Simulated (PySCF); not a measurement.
ClH$_{2}$Si, doublet, SMILES `Cl[SiH2]`.

Level of theory: M06-2X/aug-cc-pVDZ (PySCF), at a geometry from GFN2-xTB. No frequency check shows the geometry to be a minimum. GFN2-xTB bond lengths at metals and heavier atoms can be off by up to 0.1 Å and shapes distorted, which carries into these values. GFN2-xTB doesn't know the spin state, so this open-shell geometry is rough.

Cartesian coordinates (Å):

```
Cl1     -1.0114   -0.0000    0.0149
Si2      1.0081   -0.0001   -0.0871
H3       1.5392    1.2254    0.4826
H4       1.5401   -1.2240    0.4832
```

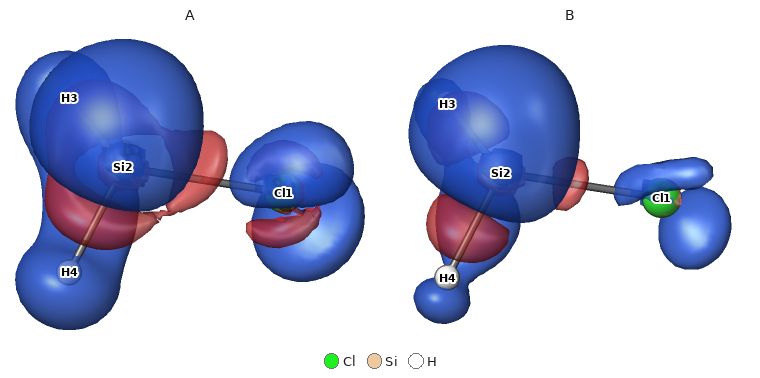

The two Fukui functions at ±0.03 e/Å³ (blue positive, red negative).

> Which panel is f⁻ (electron removed) and which f⁺ (electron added)?

A is f⁻, B is f⁺. f⁻ (Hirshfeld-condensed) is largest on Si2 (0.53); the vertical ionisation energy is 8.59 eV (to the singlet cation, which needn't be its lowest state). f⁺ (Hirshfeld-condensed) is largest on Si2 (0.62); the vertical electron affinity is 0.85 eV (to the singlet anion, which needn't be its lowest state; the anion's highest orbital has positive energy, so this value and f⁺ depend on the basis).
